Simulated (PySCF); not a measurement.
```yaml
atoms:
  - { symbol: C, position_ang: [0.0000, 0.0000, -1.4774] }
  - { symbol: Br, position_ang: [0.0000, 0.0000, 0.2246] }
```

Method: PySCF 2.14.0, PBE0/cc-pVDZ(-PP), non-relativistic Hamiltonian with scalar-relativistic core potentials where named, at a bond length of 1.702 Å.

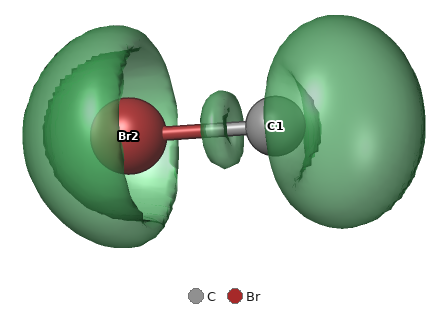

CBr (charge +1). Isosurface of the ELF at 0.8 (green), seen from one side. Only the valence region is drawn (cores and ρ < 0.01 e/Å³ removed).

### Describe the localisation domains.

The ELF exceeds this value in one region between bonded Br–C atoms (shared pairs), one ring or bowl of non-bonding electrons around Br and one lobe on C, pointing away from the bonds (lone pairs). Profiles from the grid: C–Br (1.70 Å): the ELF peaks at about 0.90 between the atoms (localised, covalent bonding).
